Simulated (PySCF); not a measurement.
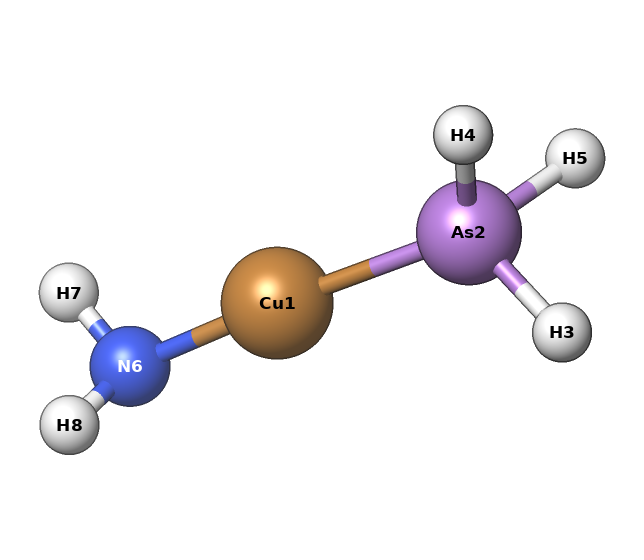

Charge 0, singlet. The geometry was computed by an optimisation with PBE0-D3(BJ)/def2-SVP. No frequency run is at hand to confirm it as a minimum. Method: PBE/pcJ-1 (pcSseg-1 on As) (pcSseg-1 on Cu) indirect spin-spin coupling, non-relativistic, gas phase (PySCF 2.14.0). Isotopes: 1H, 15N.

Give the spin–spin coupling constants of these pairs, with the number of bonds between them: N6/H7, N6/H8, H3/H4, H3/H5, H4/H5, H7/H8, H3/N6, H4/N6, H5/N6.

| pair | bonds apart | J (Hz) |
| --- | --- | --- |
| N6, H7 | 1 | −53.2 |
| N6, H8 | 1 | −53.1 |
| H3, H4 | 2 | −8.0 |
| H3, H5 | 2 | −8.8 |
| H4, H5 | 2 | −7.7 |
| H7, H8 | 2 | −6.8 |
| H3, N6 | 3 | 0.7 |
| H4, N6 | 3 | −5.2 |
| H5, N6 | 3 | 0.8 |
